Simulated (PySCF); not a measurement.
## Run report: C₅H₉ClSi, excited-state calculation

- system: C₅H₉ClSi, SMILES CCC1=C[C@@H](Cl)[SiH2]1
- method: TDDFT CAM-B3LYP/def2-SVPD, vertical, gas phase, core orbitals frozen in the response (PySCF 2.14.0)

The geometry comes from this level: GFN2-xTB. It belongs to a series of runs on one base structure; here: F replaced by Cl.

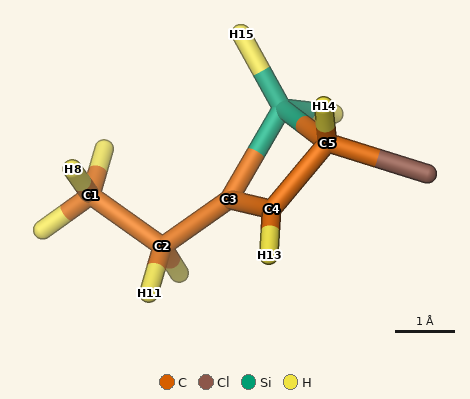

The structure as given in the input (stick view, seen at a tilt; atoms are numbered from 1 in the order of the input).

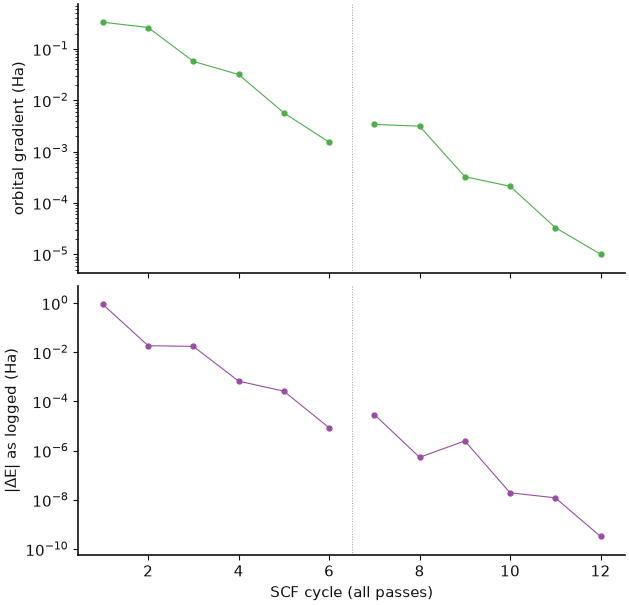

Convergence of the self-consistent field: orbital gradient and size of the energy change against the SCF cycle. The dotted line marks the change from a coarse to the final integration grid. The first 6 cycles use a coarse grid, the final grid takes over at cycle 7, and the field converges after 12 cycles in all.

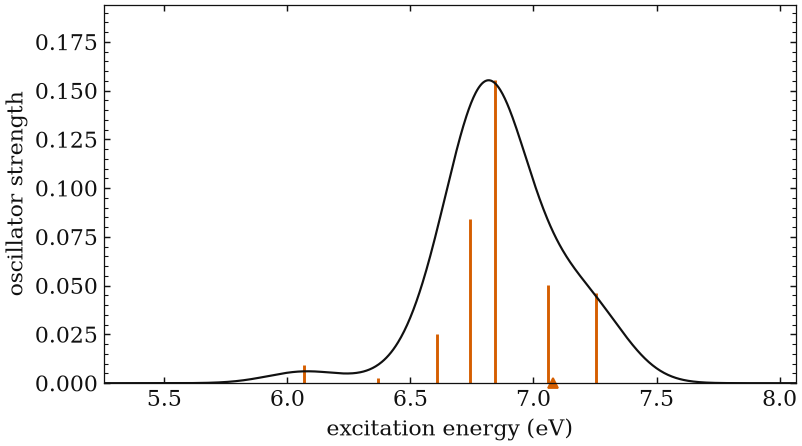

Computed excitations as sticks (degenerate states added up, dark ones marked on the axis), with a Gaussian envelope of 0.35 eV full width at half maximum, scaled to the tallest. Of the 8 states the lowest lies at 6.07 eV (f = 0.009); the strongest line is at 6.84 eV, or 181 nm (f = 0.155).

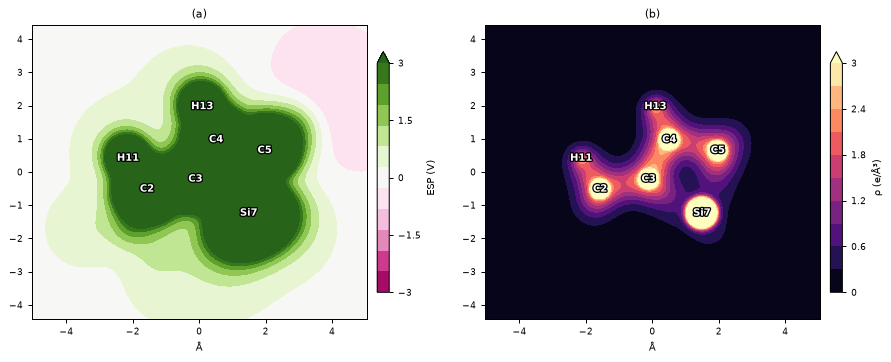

(a) electrostatic potential; (b) electron density on the plane of atoms C2, C3 and Si7. The section cuts through C, Si and H sites. C–C (1.34 Å): ρ is about 2.3 e/Å³ halfway. C–H (1.08 Å): ρ at the midpoint is about 2 e/Å³. C–C (1.49 Å): ρ is about 1.8 e/Å³ halfway. C–Si (1.94 Å): ρ at the midpoint is about 0.86 e/Å³.

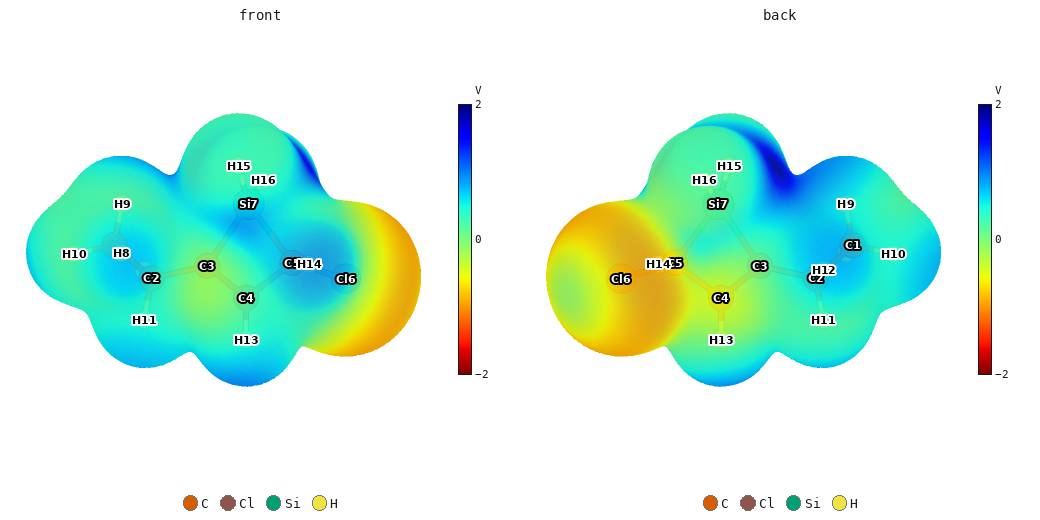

The electrostatic potential painted on the density surface at 0.002 e/bohr³, seen face on and from behind; red is negative and blue positive. Its dipole moment is 2.83 D.

The input that produced these results follows, with the program's output.

Input:
```
{"job": {"kind": "uv", "xc": "CAM-B3LYP", "basis": "def2-SVPD", "nstates": 8, "ntriplets": 3}, "charge": 0, "multiplicity": 1}
C      2.190196    -0.319549     0.714009
C      0.823507    -0.975447     0.895389
C     -0.220305    -0.262754     0.107883
C     -1.062088    -0.742745    -0.817634
C     -1.829237     0.446701    -1.304385
Cl    -3.591916     0.300205    -0.995382
Si    -0.825343     1.528910    -0.040720
H      2.491666    -0.356735    -0.330350
H      2.148450     0.722750     1.023303
H      2.941802    -0.831995     1.309701
H      0.867301    -2.023880     0.589292
H      0.551209    -0.942693     1.954325
H     -1.200910    -1.756556    -1.160426
H     -1.741919     0.632940    -2.374001
H      0.064329     2.520516    -0.641270
H     -1.614341     2.069276     1.058857
```

The first line tells a small driver script what to run in PySCF; the rest is the geometry in Å.

Launch command:
```bash
OMP_NUM_THREADS=1 python <driver script> task.json out
```

Log:
```
coarse grid: 14264 points
cycle   1  E = -944.9725174861  dE =  8.726e-01  |g| = 3.323e-01  |ddm| = 6.436e+00
cycle   2  E = -944.9909328575  dE = -1.842e-02  |g| = 2.621e-01  |ddm| = 1.245e+00
cycle   3  E = -945.0081685572  dE = -1.724e-02  |g| = 5.719e-02  |ddm| = 5.394e-01
cycle   4  E = -945.0088358672  dE = -6.673e-04  |g| = 3.182e-02  |ddm| = 1.681e-01
cycle   5  E = -945.0090973485  dE = -2.615e-04  |g| = 5.685e-03  |ddm| = 8.488e-02
cycle   6  E = -945.0091058193  dE = -8.471e-06  |g| = 1.528e-03  |ddm| = 1.612e-02
final grid: 128064 points
cycle   7  E = -945.1349301337  dE = -2.939e-05  |g| = 3.385e-03  |ddm| = 8.405e-02
cycle   8  E = -945.1349306690  dE = -5.353e-07  |g| = 3.133e-03  |ddm| = 1.357e-02
cycle   9  E = -945.1349331553  dE = -2.486e-06  |g| = 3.248e-04  |ddm| = 6.560e-03
cycle  10  E = -945.1349331746  dE = -1.935e-08  |g| = 2.109e-04  |ddm| = 1.119e-03
cycle  11  E = -945.1349331867  dE = -1.208e-08  |g| = 3.304e-05  |ddm| = 5.101e-04
cycle  12  E = -945.1349331870  dE = -3.254e-10  |g| = 1.002e-05  |ddm| = 8.569e-05
converged SCF energy = -945.1349331870

Static polarisability (au): isotropic 98.489, principal 78.857 94.609 122.001

Singlet excitations
state   eV       nm        f      main configurations
  1   6.0675    204.3   0.00946   H->L 0.50, H->L+1 0.20, H-1->L 0.15
  2   6.3699    194.6   0.00240   H->L+1 0.38, H->L 0.33, H-1->L 0.10
  3   6.6059    187.7   0.02538   H-2->L 0.34, H->L+1 0.21, H-2->L+1 0.14
  4   6.7422    183.9   0.08421   H-1->L+1 0.65, H-2->L+1 0.13
  5   6.8434    181.2   0.15536   H-1->L 0.44, H-1->L+1 0.14, H->L+1 0.08
  6   7.0589    175.6   0.05041   H-2->L 0.27, H-3->L 0.23, H-3->L+1 0.12
  7   7.0773    175.2   0.00125   H->L+3 0.49, H->L+4 0.09
  8   7.2532    170.9   0.04641   H-2->L+1 0.46, H-3->L 0.19, H-2->L 0.12

Triplet excitations (Tamm-Dancoff, eV): 4.3062 5.7176 5.9862
```

Key numbers:

- outcome: converged
- total energy: −945.134933 hartree
- HOMO: −8.78 eV
- LUMO: 0.65 eV
- dipole moment: 2.83 D
- mean polarisability: 98.49 a.u.
- lowest singlet excitation: 6.07 eV
- hardware: 1 CPU thread, shared host
- wall time: 96 s
- peak memory: 1.1 GiB
